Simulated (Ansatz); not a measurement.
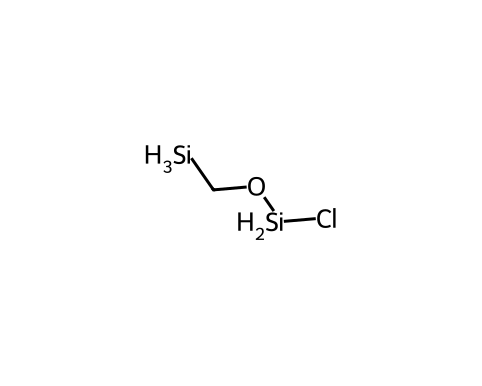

Transcribe the drawing into SMILES.

Answer. [SiH3]CO[SiH2]Cl

What is the molecular formula?

Answer. CH7ClOSi2.

An optimisation with PBE0-D4/def2-TZVP gave a structure of which point group?

Answer. C1. Other conformers may differ.

More results for the same structure follow; atom numbers are the same in all pictures, views and colours differ. The geometry was computed by an optimisation with PBE0-D4/def2-TZVP. No frequency run is at hand to confirm it as a minimum.

## Geometry

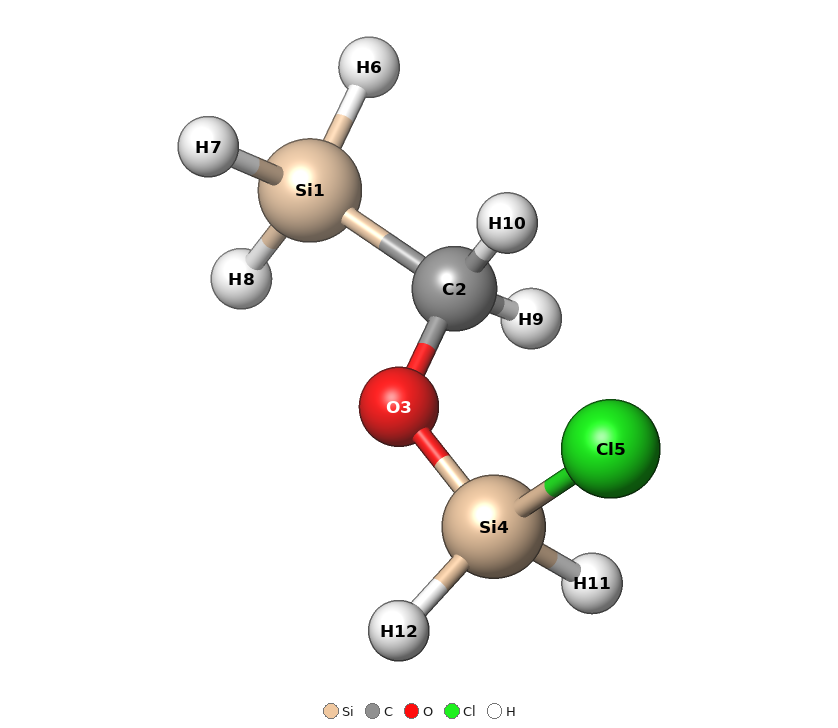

No frequency run is at hand to confirm it as a minimum.

Estimate the angles C2–Si1–H6, C2–Si1–H7, C2–Si1–H8, Si1–C2–O3, Si1–C2–H9, Si1–C2–H10, O3–C2–H9, O3–C2–H10, C2–O3–Si4, O3–Si4–Cl5, O3–Si4–H11, O3–Si4–H12, Cl5–Si4–H11, Cl5–Si4–H12.

| angle | degrees |
| --- | --- |
| C2–Si1–H6 | 108.4 |
| C2–Si1–H7 | 109.9 |
| C2–Si1–H8 | 109.8 |
| Si1–C2–O3 | 108.9 |
| Si1–C2–H9 | 109.9 |
| Si1–C2–H10 | 110.1 |
| O3–C2–H9 | 110.8 |
| O3–C2–H10 | 110.2 |
| C2–O3–Si4 | 123.3 |
| O3–Si4–Cl5 | 110.8 |
| O3–Si4–H11 | 111.0 |
| O3–Si4–H12 | 106.8 |
| Cl5–Si4–H11 | 106.1 |
| Cl5–Si4–H12 | 108.9 |

## Dipole moment

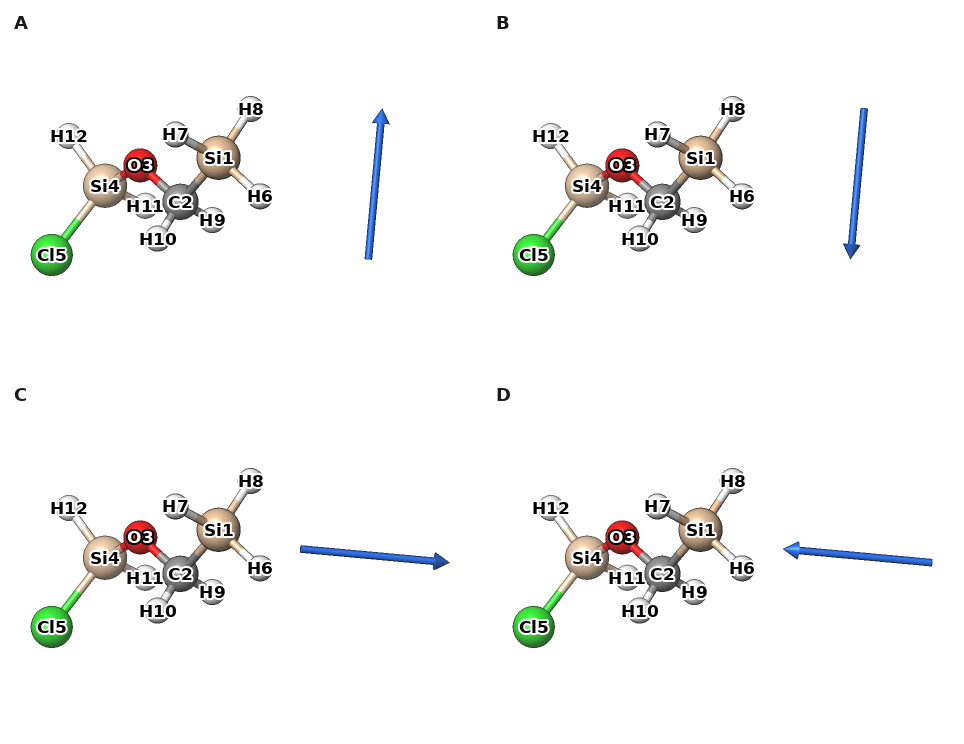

The same molecule four times, each with an arrow. No frequency run is at hand to confirm it as a minimum. Level of theory: RKS PBE-D4/def2-TZVPP (Ansatz 0.2.0).

Which arrow points along the dipole moment, from the negative to the positive end?

Answer. C. The dipole moment is 1.09 D; it points from the side of Cl5 to the side of H6 (the outermost atoms at the two ends).

## Levels of theory compared

No frequency run is at hand to confirm it as a minimum. Program: Ansatz 0.2.0.

Compare HOMO energy (eV) at these levels: B3LYP-D4/def2-TZVPP; PBE-D4/def2-TZVPP; PBE0-D4/def2-TZVPP; r2SCAN-D4/def2-TZVPP; ωB97M-V/def2-TZVPP; ωB97X-V/def2-TZVPP.

| level | HOMO energy (eV) |
| --- | --- |
| B3LYP-D4/def2-TZVPP | −8.31 |
| PBE-D4/def2-TZVPP | −7.14 |
| PBE0-D4/def2-TZVPP | −8.53 |
| r2SCAN-D4/def2-TZVPP | −7.44 |
| ωB97M-V/def2-TZVPP | −10.83 |
| ωB97X-V/def2-TZVPP | −10.95 |

## Charges

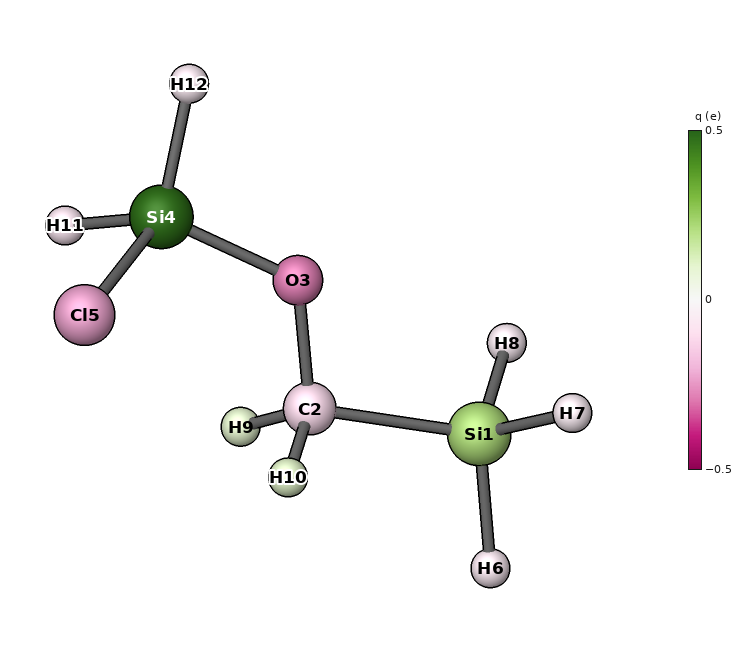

Atoms are coloured by their Mulliken charges. No frequency run is at hand to confirm it as a minimum. Method: RKS PBE-D4/def2-TZVPP (Ansatz 0.2.0).

Give the Mulliken charges atom by atom.

```
atom  value (e)
 Si1       0.22
  C2      −0.11
  O3      −0.28
 Si4       0.47
 Cl5      −0.23
  H6      −0.06
  H7      −0.05
  H8      −0.05
  H9       0.10
 H10       0.11
 H11      −0.07
 H12      −0.05
```

Mulliken values depend strongly on the basis set and can even reverse the polarity of a bond.
